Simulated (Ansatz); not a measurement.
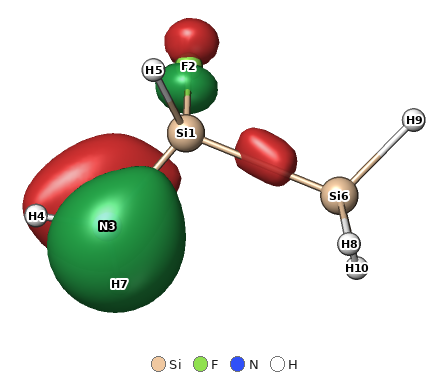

*FH6NSi2. The HOMO at ±0.15 Å⁻³ᐟ² (green and red are the two phases), seen across its widest extent.*

The calculation used Ansatz, RKS r2SCAN-D4/def2-SVP.

```xyz
10

Si    0.6501    0.5549   -0.2076
F     1.9828   -0.0970   -0.9122
N    -0.5607    1.0402   -1.3200
H    -0.4819    1.9085   -1.8415
H     1.1189    1.7855    0.4906
Si   -0.2370   -1.1089    1.1795
H    -1.1344    0.3653   -1.8161
H    -1.3141   -0.5403    2.0481
H     0.8141   -1.7208    2.0487
H    -0.8379   -2.1875    0.3305
```

**Describe this orbital and give its energy.**

It lies mainly on N3 (about 65 %). Its energy is −6.76 eV.
